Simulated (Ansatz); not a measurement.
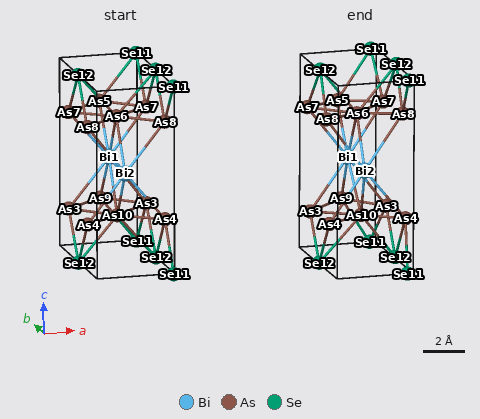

The structure of a crystal of BiAs4Se (a generated structure, set up in P1) (coarse preliminary run) before (left) and after (right) a relaxation, at one scale.

The picture is a ball-and-stick view of the cell of the calculation, seen slightly off an axis.

These are results of DFT PBE, scalar-relativistic, plane waves, PAW in Ansatz 0.2.0, not measurements. Settings: plane-wave cutoff 420 eV; k-point mesh 6 × 4 × 2; occupations gaussian; smearing width 0.2 eV; no spin polarisation; cell and atoms relaxed; force threshold 0.025 eV/Å; at most 60 steps.

> What changed between the two?

The run was cut off at its time limit before the relaxation converged, so the last structure is only a point on the way. The atom that moves furthest relative to the cell is Se11 (0.24 Å roughly along −a). By element the largest moves are Se 0.24 Å, As 0.22 Å, Bi 0.10 Å. Cell: a 3.930 → 3.857 Å (−1.9 %), b 7.681 → 7.769 Å (+1.1 %), c 9.459 → 9.760 Å (+3.2 %), α 89.4° → 91.0°, β 89.2° → 88.5°, γ 90.0° → 90.3°. Volume +2.4 %. Some distances before and after: As9–Se11 3.123 → 3.385 Å, As5–Se11 3.032 → 3.242 Å, As9–Se11 (another image) 2.936 → 2.737 Å, Bi1–As6 3.070 → 3.266 Å. Bond angles that change, for instance: As7–As5–As8 178.1° → 168.6°, As3–Se11–As8 177.3° → 168.9°, As7–As5–As8 176.0° → 167.9°. The space group stays P1 (No. 1). After 2 geometry steps the energy has fallen by 34.6 meV per atom. The largest force component goes from 0.43 to 0.36 eV/Å. The pressure goes from 2.01 to 0.45 GPa. Cost: 7.8 min on 1 thread of Intel(R) Xeon(R) Processor @ 2.50GHz (Skylake/Cascade Lake), on a shared host, peak memory 0.94 GiB.
